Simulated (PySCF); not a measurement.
# PH₃: the energy surface near the minimum

How stiff is PH₃ (singlet) against stretching and bending? Rigid scans start from its r2SCAN minimum.

Computed with PySCF 2.14.0. Level: r2SCAN, basis P def2-TZVP, H def2-TZVP, no relativity, density fitting.

### Step 1. Where the work starts

4 atoms, charge 0, spin multiplicity 1.

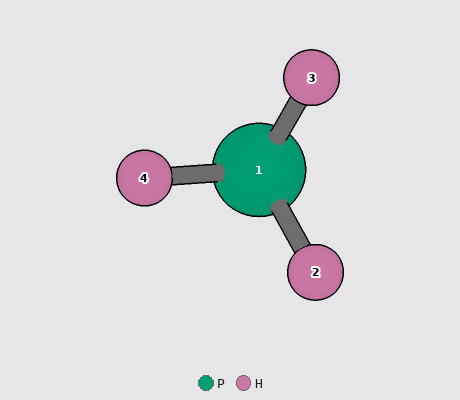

As it starts; phosphorus teal, hydrogen pink; atoms are numbered from 1 in the order of the file.

Z-matrix (Å, degrees; charge 0 multiplicity 1):
```
P
H  1 1.4202
H  1 1.4202 2 92.75
H  1 1.4202 2 92.75 3 -92.89
```

### Step 2. Breathing scan

One driver script runs all scans and calls PySCF for each point, on a (75, 302) grid.

Run with:

```bash
OMP_NUM_THREADS=2 python axn.py task.json out
```

A rigid scan with r2SCAN: all bonds to the central atom are scaled together. Each point starts from its neighbour's orbitals, and energies count from the minimum.

```
scale of all bonds to the centre  energy (kJ/mol)  dipole size (D)
                            0.88            116.3             0.92
                            0.92             46.8             0.86
                            0.96             10.6             0.79
                            1.00              0.0             0.72
                            1.04              8.8             0.64
                            1.08             32.3             0.55
                            1.14             86.9             0.41
                            1.22            182.4             0.20
                            1.35            361.3             0.13
```

The scan took 7.5 s on 2 threads of Arm Neoverse V1, shared host.

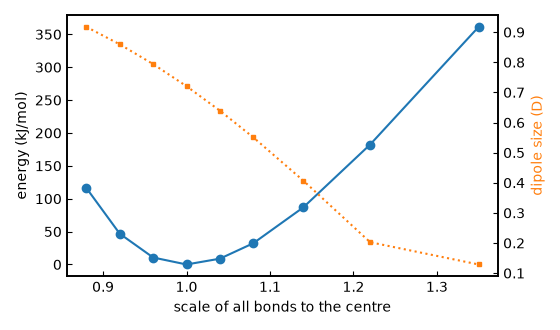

Energy (circles) and dipole moment (squares) along the scan.

### Step 3. Stretching one bond

A rigid scan with r2SCAN: the bond from P to the last atom (H) is scaled and the rest held.

```
scale of one bond  energy (kJ/mol)  dipole size (D)
             0.92             15.6             0.78
             0.96              3.5             0.75
             1.00              0.0             0.72
             1.05              4.5             0.69
             1.12             22.4             0.66
             1.20             52.8             0.65
             1.35            121.8             0.71
             1.55            214.5             0.93
             1.80            311.9             1.26
             2.20            418.4             1.69
```

The scan took 8.6 s.

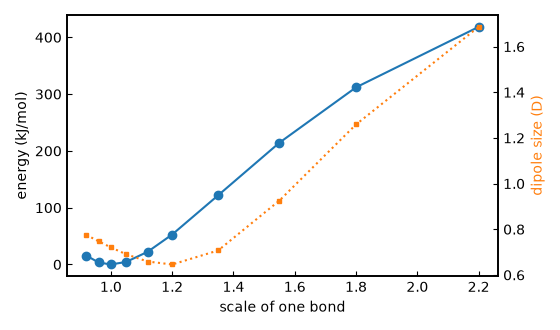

Energy (circles) and dipole moment (squares) along the scan.

A restricted determinant lies too high at long bonds, where the pair should uncouple.

### Step 4. Umbrella curve

A rigid scan with r2SCAN: angle between each bond and the threefold axis, bonds fixed.

```
angle of the bonds to the threefold axis (°)  energy (kJ/mol)  dipole size (D)
                                          55              0.9             0.68
                                          60              3.3             0.80
                                          65             19.7             0.89
                                          70             46.9             0.94
                                          75             79.6             0.89
                                          80            111.2             0.71
                                          85            134.1             0.40
                                          90            142.5             0.00
```

The scan took 6.6 s.

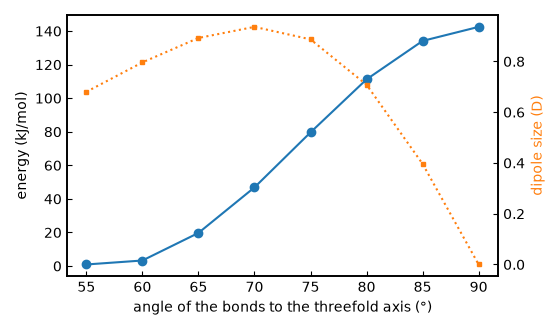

Energy (circles) and dipole moment (squares) along the scan.

### Step 5. Umbrella–stretch map

A rigid scan with r2SCAN: rows, all bonds scaled; columns, angle to the threefold axis.

Energy (kJ/mol):

```
scale \ angle    60    66    72     78     84     90
         0.95  18.6  36.6  68.2  103.5  131.3  141.7
         0.98   5.2  25.1  58.9   96.8  126.6  137.9
         1.00   3.3  24.4  59.6   99.2  130.6  142.5
         1.03   9.2  32.0  69.3  111.5  145.2  158.1
         1.07  30.4  55.1  94.9  140.5  177.7  192.1
```

The map took 25 s.

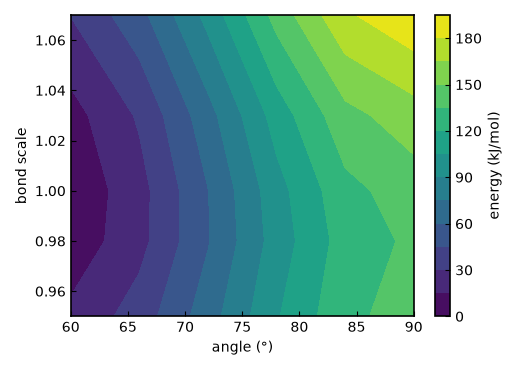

The map as contours.

Best bond scale on the grid: 1.00 at 60°, 1.00 at 66°, 0.98 at 72°, 0.98 at 78°, 0.98 at 84°, 0.98 at 90°.

### Step 6. Results

```
                quantity         value
    all bonds 4 % longer    8.8 kJ/mol
    one bond 20 % longer   52.8 kJ/mol
planar shape, bonds held  142.5 kJ/mol
```

What this shows: The well is lopsided, 10.6 kJ/mol for 4 % shorter bonds against 8.8 for 4 % longer ones. Held rigid otherwise, the planar shape costs 142 kJ/mol.
